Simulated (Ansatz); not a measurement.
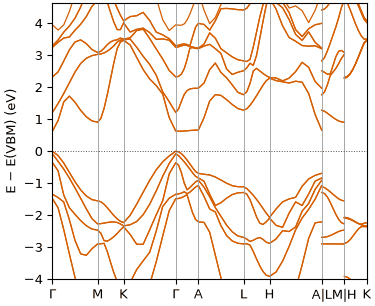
Fig. 1. Band structure from plane-wave PAW r²SCAN with spin–orbit coupling (Ansatz code)

Task: Read off the gap and where the band edges lie.

Result: About 0.6 eV (0.63 eV by a search for the band edges); maximum at Γ, minimum on the Γ–A line, 19 % of the way from Γ.

The material is SrZn₂As₂ in space group P-3m1 (No. 164; Sr on 1a, Zn on 2d, As on 2d).

The first step of the workflow began from a Materials Project structure, measured or hypothetical; the Crystallography Open Database copy checked does not list it. Its standing as an ambient phase is unchecked. The cell was relaxed with r²SCAN under the symmetry of its start; its stability against distortions is not shown here.

Potentials: the later of the program's two PAW sets.
